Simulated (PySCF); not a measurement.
**C5H11NSi (SMILES [SiH3]CC1=CCNC1): density, localisation and related maps**

```yaml
atoms:
  - { symbol: Si, position_ang: [2.5119, -0.7598, 0.3737] }
  - { symbol: C, position_ang: [1.3248, 0.0387, -0.8939] }
  - { symbol: C, position_ang: [-0.0686, 0.0923, -0.3958] }
  - { symbol: C, position_ang: [-1.1189, -0.6371, -0.7491] }
  - { symbol: C, position_ang: [-2.3179, -0.2656, 0.0823] }
  - { symbol: N, position_ang: [-1.9390, 0.9786, 0.7613] }
  - { symbol: C, position_ang: [-0.4763, 1.0288, 0.7199] }
  - { symbol: H, position_ang: [2.0013, -2.0791, 0.7434] }
  - { symbol: H, position_ang: [2.6188, 0.0921, 1.5593] }
  - { symbol: H, position_ang: [3.8281, -0.8811, -0.2572] }
  - { symbol: H, position_ang: [1.3556, -0.5288, -1.8251] }
  - { symbol: H, position_ang: [1.6739, 1.0496, -1.1150] }
  - { symbol: H, position_ang: [-1.1575, -1.4086, -1.4963] }
  - { symbol: H, position_ang: [-3.2328, -0.1438, -0.5018] }
  - { symbol: H, position_ang: [-2.5039, -1.0369, 0.8429] }
  - { symbol: H, position_ang: [-2.3146, 1.7655, 0.2421] }
  - { symbol: H, position_ang: [-0.1097, 2.0483, 0.5829] }
  - { symbol: H, position_ang: [-0.0839, 0.6532, 1.6750] }
```

Geometry: GFN2-xTB.

All numbers below come from PBE0/pcSseg-1, SCF density, gas phase, non-relativistic (PySCF).

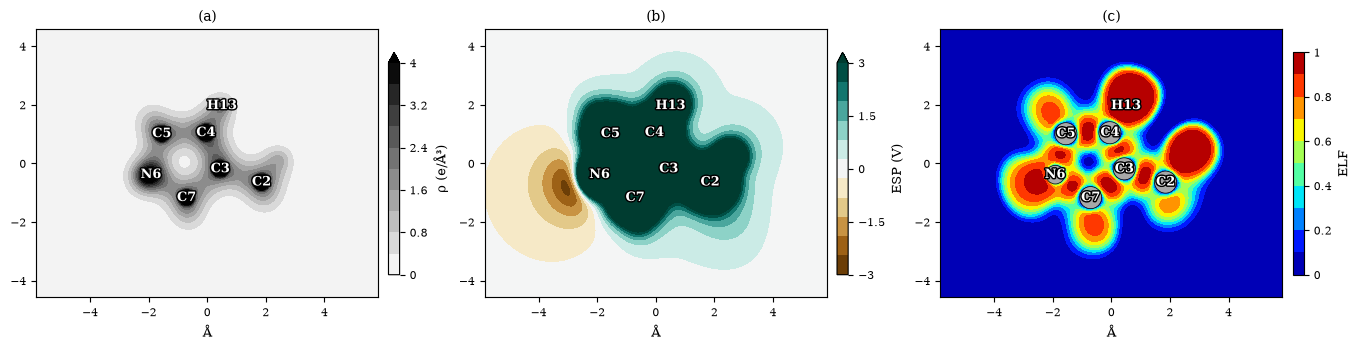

Figure 1. (a) electron density; (b) molecular electrostatic potential; (c) ELF on the plane of atoms C2, C3 and C4. Grey discs cover the atomic cores in the ELF map.

**Describe what can be read from this map.**

Atoms in the plane: C, N and H.
C–C (1.33 Å): ρ at the midpoint is about 2.3 e/Å³; the ELF peaks at about 0.90 between the atoms: a multiple bond.
C–N (1.46 Å): ρ is about 1.9 e/Å³ halfway; the ELF peaks at about 0.95 between the atoms, as expected for a covalent bond.
C–C (1.48 Å): ρ is about 1.7 e/Å³ halfway; the ELF peaks at about 0.95 between the atoms: localised, covalent bonding.
C–H (1.07 Å): the density is about 2 e/Å³ at the midpoint; the ELF climbs to about 1 towards the hydrogen, as it does in any bond to H: a covalent bond by its length.
The ELF also peaks beside N6, away from the bonds: lone-pair regions.
Outside the dense part of the molecule the potential is most negative (−2.6 V) near N6.

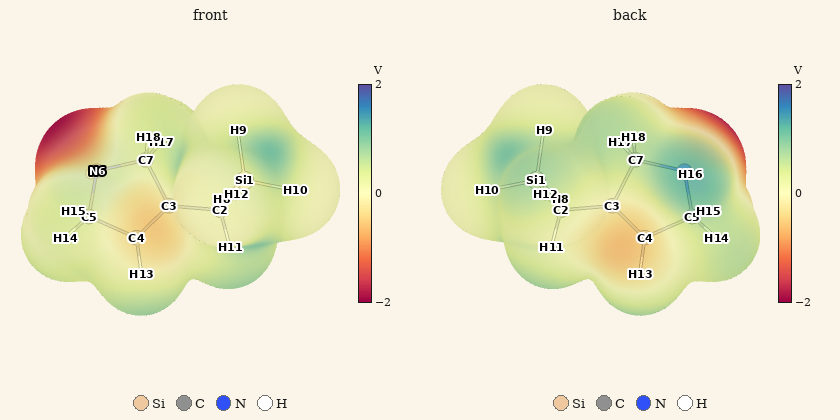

Figure 2. The molecular electrostatic potential painted on the density surface at 0.002 e/bohr³, seen from the front and from behind; the colour scale runs from red (negative) to blue (positive).

**Describe the electrostatic potential map.**

The most negative region (about −1.9 V, or −44 kcal/mol for a unit charge) lies over N6, the most positive (about +1.2 V, or +28 kcal/mol for a unit charge) over H16. N6 is the likeliest acceptor of a hydrogen bond.
